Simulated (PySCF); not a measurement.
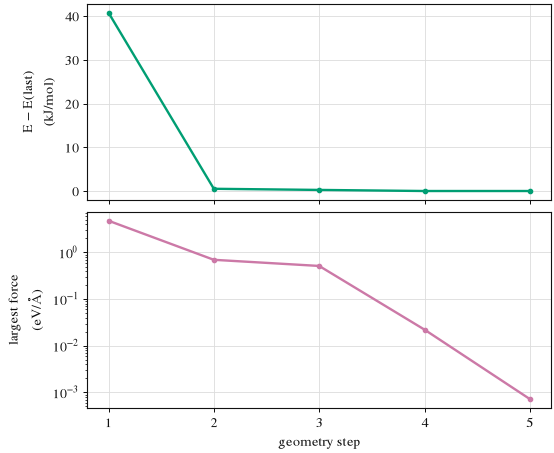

History of a geometry optimisation. Carbon diatomic; PySCF, PBE0-D3(BJ)/def2-SVP, geometry optimisation.

The optimisation met its thresholds at geometry 5, counting the start as the first. The energy fell by about 41 kJ/mol from the first step to the last. The largest force goes from about 4.8 eV/Å at the start to 7 × 10⁻⁴ eV/Å at the end.
